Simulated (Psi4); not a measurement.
**SbClF2 (SMILES [F][Sb]([F])[Cl]) at revPBE/def2-SVPD (core potential)**

Aim: the vertical ionisation energy of SbClF2 at revPBE/def2-SVPD (core potential), from 2 runs. 

Program for the calculation: Psi4 1.11.

6 further runs of the same task are left out: 6 that didn't finish.

## (1) The molecule

The species is SbClF2 (4 atoms), meant as a singlet with charge 0. As SMILES, `[F][Sb]([F])[Cl]`. Geometry: relaxed at PBE0-D4/def2-TZVP.

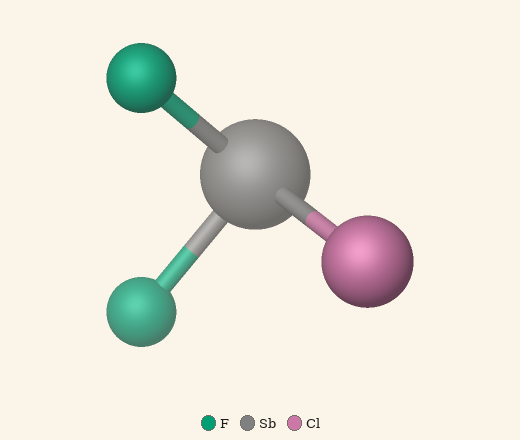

Viewed from a chosen angle; fluorine teal, antimony grey, chlorine pink.

## (2) Energy and forces at revPBE/def2-SVPD (core potential)

File job.py:

```python
import psi4

psi4.set_memory('1600 MB')
psi4.set_num_threads(1)
psi4.core.set_output_file('psi4.out', False)

m = psi4.geometry("""
0 1
F     -0.767400    -0.413500     1.417300
Sb     0.373400     0.617600     0.314900
F      1.445500    -0.856000    -0.194100
Cl    -0.995900     0.591600    -1.558300
units angstrom
symmetry c1
""")

options = {'reference': 'rks', 'puream': True, 'e_convergence': 1e-09, 'd_convergence': 1e-08, 'scf_type': 'pk', 'dft_radial_points': 99, 'dft_spherical_points': 590}
psi4.set_options(options)

e_tot, wfn = psi4.gradient("revpbe/def2-SVPD", return_wfn=True)
psi4.oeprop(wfn, "MAYER_INDICES", "LOWDIN_CHARGES", "QUADRUPOLE", title="REVPBE")
print('gradient / Eh bohr^-1')
print(e_tot.np.round(6))
print(f'energy = {wfn.energy():.10f} Eh')
```

Command:

```bash
$ python job.py
```

psi4.out:

```text
[...]
    !!!  WARNING: ECP capability is in beta. Please check occupations closely.  !!!
[...]
  Running in c1 symmetry.
[...]
  Nuclear repulsion =  271.833201235911247
[...]
  Multiplicity = 1
[...]
  Nalpha       = 29
  Nbeta        = 29
[...]
    Number of basis functions: 105
[...]
   @RKS iter   1:  -899.44967253273717   -1.00679e+00   8.47052e-03 ADIIS/DIIS
[...]
   @RKS iter  13:  -899.85024038512029   -3.41061e-12   1.78896e-09 DIIS
[...]
    Orbital Energies [Eh]
    ---------------------
    Doubly Occupied:
       1A   -100.680389     2A    -24.282019     3A    -24.282009
       4A     -9.200908     5A     -7.023738     6A     -7.016650
       7A     -7.016319     8A     -5.598089     9A     -3.867700
      10A     -3.867540    11A     -3.862093    12A     -1.315039
      13A     -1.310130    14A     -1.304095    15A     -1.303464
      16A     -1.300294    17A     -1.062477    18A     -1.038414
      19A     -0.765318    20A     -0.552890    21A     -0.423321
      22A     -0.409268    23A     -0.390209    24A     -0.363069
      25A     -0.363034    26A     -0.354279    27A     -0.311465
      28A     -0.306505    29A     -0.293887
[...]
  @RKS Final Energy:  -899.85024038512029
   => Energetics <=
    Nuclear Repulsion Energy =            271.8332012359112468
    One-Electron Energy =               -1875.0233931234847660
    Two-Electron Energy =                 771.8138799933950622
    DFT Exchange-Correlation Energy =     -68.4739284909418302
    Empirical Dispersion Energy =           0.0000000000000000
    VV10 Nonlocal Energy =                  0.0000000000000000
    Total Energy =                       -899.8502403851202871
[...]
  -Total Gradient:
     Atom            X                  Y                   Z
    ------   -----------------  -----------------  -----------------
       1        0.024275875304     0.021875062400    -0.024302183127
       2       -0.015074158045    -0.052524676900    -0.006260064063
       3       -0.023603983327     0.031439476656     0.010566771127
       4        0.014473096467    -0.000508555570     0.020015537191
[...]
 Multipole Moments:
 ------------------------------------------------------------------------------------
     Multipole            Electronic (a.u.)      Nuclear  (a.u.)        Total (a.u.)
 ------------------------------------------------------------------------------------
 L = 1.  Multiply by 2.5417464519 to convert [e a0] to [Debye]
 Dipole X            :         17.8153811          -17.3491903            0.4661907
 Dipole Y            :         17.1616316          -16.0176695            1.1439622
 Dipole Z            :         19.7521127          -19.4259887            0.3261241
 Magnitude           :                                                    1.2776307
 L = 2.  Multiply by 1.3450342976 to convert [e a0^2] to [Debye ang]
 Quadrupole XX       :       -199.4436619          162.6257660          -36.8178959
 Quadrupole XY       :         41.0015294          -39.8347878            1.1667416
[...]
```

On the terminal:

```text
gradient / Eh bohr^-1
[[ 0.024276  0.021875 -0.024302]
 [-0.015074 -0.052525 -0.00626 ]
 [-0.023604  0.031439  0.010567]
 [ 0.014473 -0.000509  0.020016]]
energy = -899.8502403851 Eh
```

Run time: 14 s. Hardware: 1 thread of Intel Xeon 6975P-C (Granite Rapids), shared host; peak memory 0.63 GiB.

## (3) The doublet cation: a single-point energy at U-revPBE/def2-SVPD (core potential)

File clf2sb.inp:

```
memory 1600 mb

molecule {
  1 2
  F     -0.767400    -0.413500     1.417300
  Sb     0.373400     0.617600     0.314900
  F      1.445500    -0.856000    -0.194100
  Cl    -0.995900     0.591600    -1.558300
  symmetry c1
  no_reorient
  no_com
}

set {
  basis                def2-SVPD
  reference            uks
  puream               true
  e_convergence        1e-09
  d_convergence        1e-08
  scf_type             pk
  dft_radial_points    99
  dft_spherical_points 590
  maxiter              200
}

energy_value, wavefunction = energy('revpbe', return_wfn=True)
```

Command:

```bash
$ psi4 clf2sb.inp clf2sb.out -n 1
```

clf2sb.out:

```text
[...]
    !!!  WARNING: ECP capability is in beta. Please check occupations closely.  !!!
[...]
  Running in c1 symmetry.
[...]
  Nuclear repulsion =  271.833201235911247
[...]
  Multiplicity = 2
[...]
  Nalpha       = 29
  Nbeta        = 28
[...]
    Number of basis functions: 105
[...]
   @UKS iter   1:  -898.85926598071842   -4.92931e-01   9.55241e-03 DIIS/ADIIS
[...]
   @UKS iter  18:  -899.44030641268387   -4.32010e-12   3.46774e-09 DIIS
[...]
   @S^2 Observed:                7.530427188E-01
[...]
    Orbital Energies [Eh]
    ---------------------
    Alpha Occupied:
       1A   -100.956301     2A    -24.527126     3A    -24.527118
       4A     -9.474548     5A     -7.302341     6A     -7.290425
       7A     -7.287219     8A     -5.865425     9A     -4.134567
      10A     -4.133407    11A     -4.131641    12A     -1.579503
      13A     -1.577018    14A     -1.571267    15A     -1.570120
      16A     -1.568628    17A     -1.301512    18A     -1.277480
      19A     -1.029959    20A     -0.802057    21A     -0.662936
      22A     -0.656380    23A     -0.625815    24A     -0.598722
      25A     -0.595744    26A     -0.583518    27A     -0.560863
      28A     -0.556286    29A     -0.551192
    Alpha Virtual:
[...]
  @UKS Final Energy:  -899.44030641268387
   => Energetics <=
    Nuclear Repulsion Energy =            271.8332012359112468
    One-Electron Energy =               -1860.2824088522795591
    Two-Electron Energy =                 757.1327895329388866
    DFT Exchange-Correlation Energy =     -68.1238883292543846
    Empirical Dispersion Energy =           0.0000000000000000
    VV10 Nonlocal Energy =                  0.0000000000000000
    Total Energy =                       -899.4403064126838672
[...]
 Multipole Moments:
 ------------------------------------------------------------------------------------
     Multipole            Electronic (a.u.)      Nuclear  (a.u.)        Total (a.u.)
 ------------------------------------------------------------------------------------
 L = 1.  Multiply by 2.5417464519 to convert [e a0] to [Debye]
 Dipole X            :          4.5576015           -4.2314747            0.3261268
 Dipole Y            :        -22.3102411           24.2574694            1.9472283
 Dipole Z            :         15.4303429          -15.5705874           -0.1402445
 Magnitude           :                                                    1.9793244
[...]
```

It took 17 s on 1 thread of Intel Xeon 6975P-C (Granite Rapids), shared host; peak memory 0.64 GiB.

## (4) Summary of results

Level: revPBE/def2-SVPD (core potential).

| quantity | value |
| --- | --- |
| singlet SbClF2: total energy | -899.85024 Eh |
| singlet SbClF2: dipole moment | 3.25 D |
| singlet SbClF2: HOMO energy | -8.00 eV |
| singlet SbClF2: LUMO energy | -2.60 eV |
| singlet SbClF2: HOMO–LUMO gap | 5.40 eV |
| singlet SbClF2: largest force on an atom | 2.828 eV/Å |
| doublet cation: total energy | -899.44031 Eh |
| doublet cation: HOMO energy (highest over α and β) | -14.82 eV |
| doublet cation: LUMO energy (lowest over α and β) | -14.33 eV |
| doublet cation: ⟨S²⟩ | 0.753 |
| vertical ionisation energy (to the doublet cation) | 11.155 eV |

**Reading.** Removing an electron at fixed nuclei costs 11.15 eV (257 kcal/mol). The largest force (singlet SbClF2) is 2.83 eV/Å: the shape isn't a stationary point for this species at this level. The negative HOMO energy of the first species, 8.00 eV, lies 3.16 eV below that difference.
